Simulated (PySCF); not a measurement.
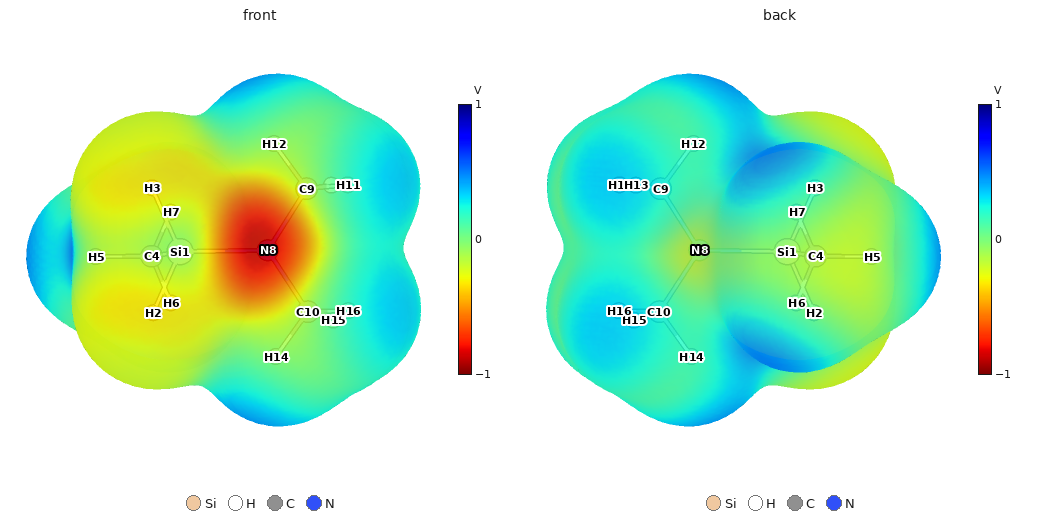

The picture shows: C3H11NSi (SMILES [H][Si]([H])(C)N(C)C). The electrostatic potential painted on the density surface at 0.001 e/bohr³, seen from the front and from behind; the colour scale runs from red (negative) to blue (positive).

Geometry: PBE0-D3(BJ)/def2-SVP.

Method: wB97X-D/def2-SVPD, SCF density, gas phase (PySCF).

Input file:

```
{"job": {"kind": "uv", "xc": "wB97X-D", "basis": "def2-SVPD", "ip": true, "nstates": 10}, "charge": 0, "multiplicity": 1}
Si     0.825696     0.751535     0.586369
H      0.806360     0.800436     2.082369
H      2.236188     0.769056     0.087002
C     -0.062361     2.271534    -0.078004
H      0.437238     3.194538     0.256764
H     -1.105699     2.303614     0.273043
H     -0.072910     2.271895    -1.179320
N      0.137045    -0.775234     0.116748
C      0.383860    -1.339417    -1.184302
C     -1.010705    -1.322116     0.790607
H      0.497212    -2.438586    -1.124371
H      1.315582    -0.937096    -1.611125
H     -0.431114    -1.137602    -1.909900
H     -1.108016    -0.895124     1.800723
H     -1.964416    -1.132320     0.254516
H     -0.918331    -2.419063     0.905290
```

Command:

```sh
OMP_NUM_THREADS=1 python probes_run.py task.json out
```

Describe the electrostatic potential map.

The most negative region (about −0.8 V, or −18 kcal/mol for a unit charge) lies over N8, the most positive (about +0.5 V, or +12 kcal/mol for a unit charge) over Si1, H5, H6 and H7.

How polar is the molecule by this calculation?

Its dipole moment is 0.93 D.
